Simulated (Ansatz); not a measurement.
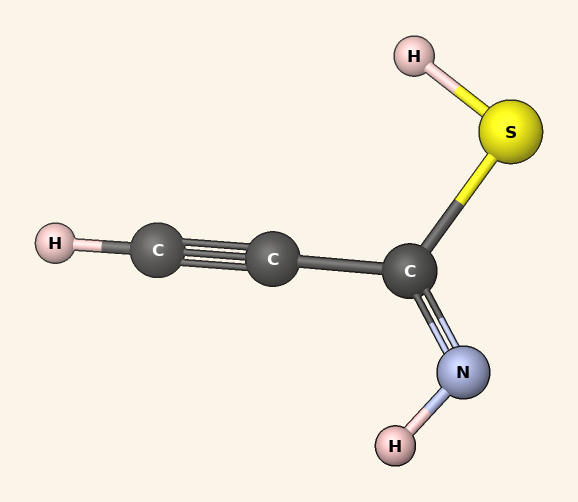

A ball-and-stick model of a molecule.

The computed structure is the end point of a PBE0-D4/def2-TZVP optimisation.

Count the atoms of each element.

C₃H₃NS, 8 atoms: 3 carbon, 3 hydrogen, 1 nitrogen and 1 sulfur.

How many atoms are distinct by symmetry?

8: 1 C, 1 C, 1 C, 1 N, 1 S, 1 H, 1 H, 1 H.

What is the point group of this geometry?

Cs.

The parts below concern this one geometry. Atoms keep their numbers from picture to picture.

### Shape

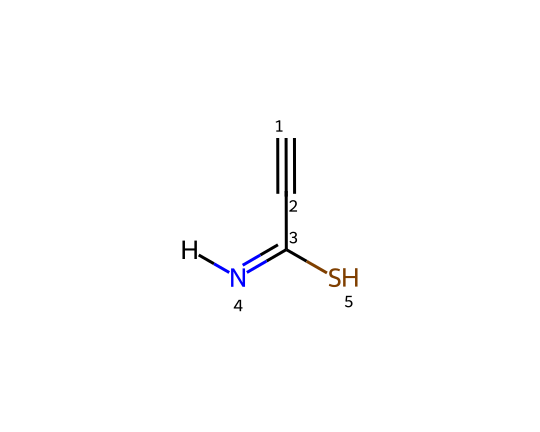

A structural formula, with wedges where it has stereocentres; small numbers name the atoms. The configuration is that of a computed structure (PBE0-D4/def2-TZVP).

Assign CIP descriptors.

C3=N4: E.

### Dipole moment

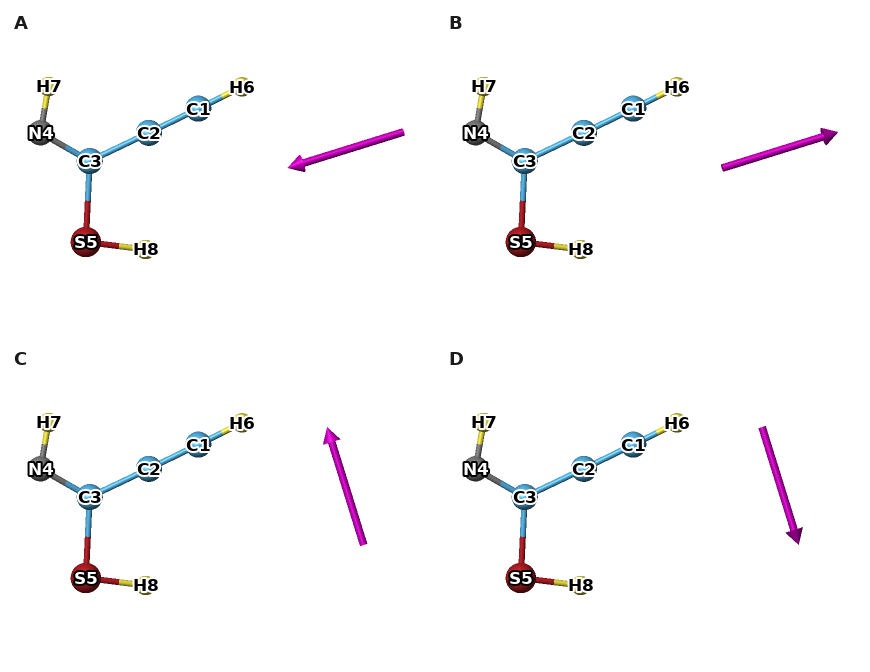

The same molecule four times, each with an arrow. Properties computed with RKS ωB97M-V/def2-TZVPP (Ansatz 0.2.0).

Which arrow points along the dipole moment, from the negative to the positive end?

B. The dipole moment is 3.18 D; it points from the side of N4 to the side of H6 (the outermost atoms at the two ends).

### Vibrations

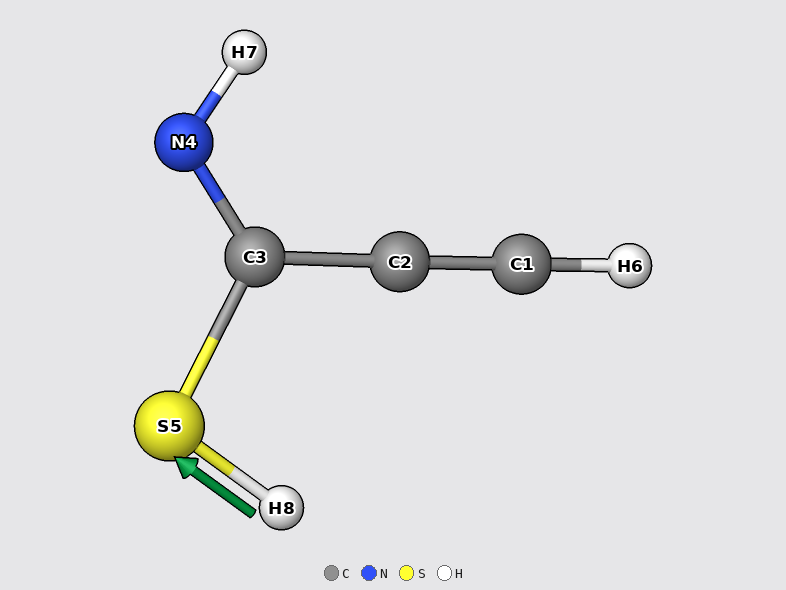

The arrows show one normal mode. Harmonic vibrations computed with RKS PBE0-D4/def2-TZVP (Ansatz 0.2.0) at a stationary point of the same level.

Describe the motion.

Mostly S–H stretching.

Estimate its harmonic wavenumber.

2728 cm⁻¹; it is mode 16 of 18 counted from the lowest.

### Charges

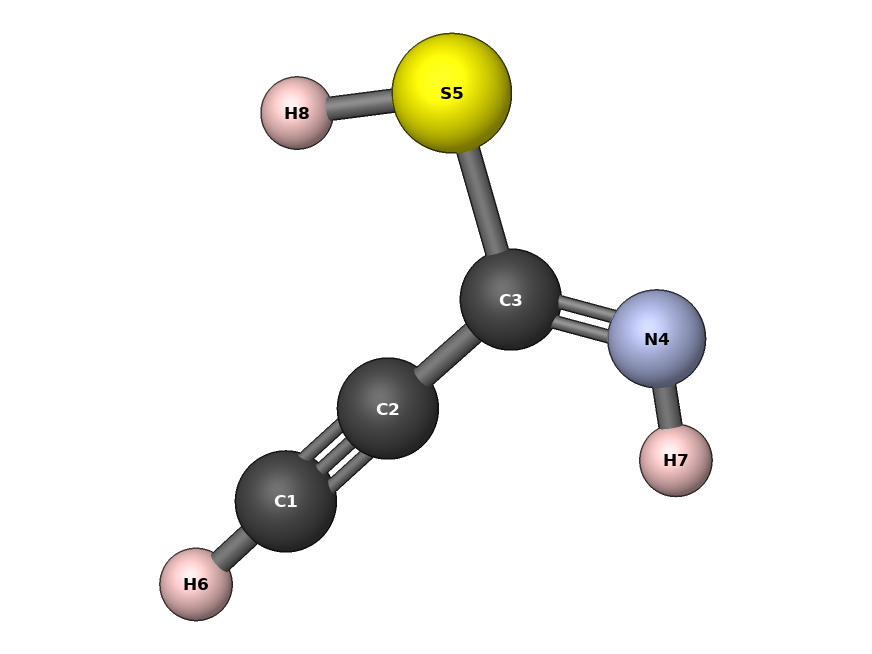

The questions are on Mulliken charges. Level of theory: RKS r2SCAN-D4/def2-TZVPP (Ansatz 0.2.0).

List the Mulliken charges.

| atom | value (e) |
| --- | --- |
| C1 | 0.13 |
| C2 | −0.26 |
| C3 | −0.01 |
| N4 | −0.31 |
| S5 | −0.07 |
| H6 | 0.24 |
| H7 | 0.16 |
| H8 | 0.11 |

Mulliken values depend strongly on the basis set and can even reverse the polarity of a bond.
